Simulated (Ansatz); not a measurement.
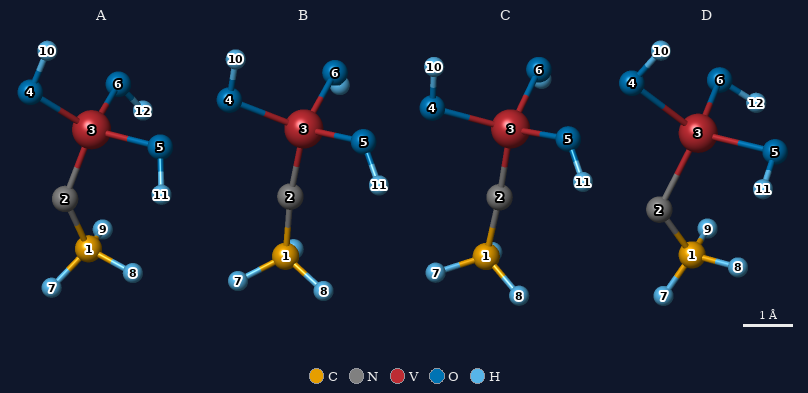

4 geometries from one relaxation of CH6NO3V (coarse preliminary run), in shuffled order. The picture is a ball-and-stick view, seen from a free direction.

The start comes from a force field.

All numbers below come from RKS PBE-D4/def2-SVP in Ansatz 0.2.0. Set-up: force threshold 0.03 eV/Å; at most 200 steps.

Put them in the order of the run, from the start to the converged end.

Answer. D, A, B, C. They are steps 0, 2, 5, 13, at +266.2 kJ/mol, +50.9 kJ/mol, +3.97 kJ/mol relative to the last. N2 moves most after the best rigid fit: 0.92 Å. By element the largest moves are N 0.92 Å, H 0.83 Å, O 0.68 Å, V 0.32 Å, C 0.09 Å. Near-neighbour distances that change, for instance: V3–O4 2.060 → 1.799 Å, N2–V3 1.857 → 1.627 Å, V3–O6 1.976 → 1.783 Å, V3–O5 1.948 → 1.783 Å. Among the angles between lasting bonds that change: C1–N2–V3 121.8° → 176.8°, V3–O5–H11 104.1° → 121.0°, V3–O4–H10 98.7° → 110.7°. Groups turn about V3–O6 by about 80°, V3–O5 by about 30°. Over 10 accepted moves (13 points after the start) the energy falls by 266.2 kJ/mol. The largest force component goes from 4.2 to 0.02 eV/Å. The line search rejected the trial steps at points 7, 10, 12 of the run. The run took 30 s on 4 threads of Arm Neoverse V1, on a shared host.
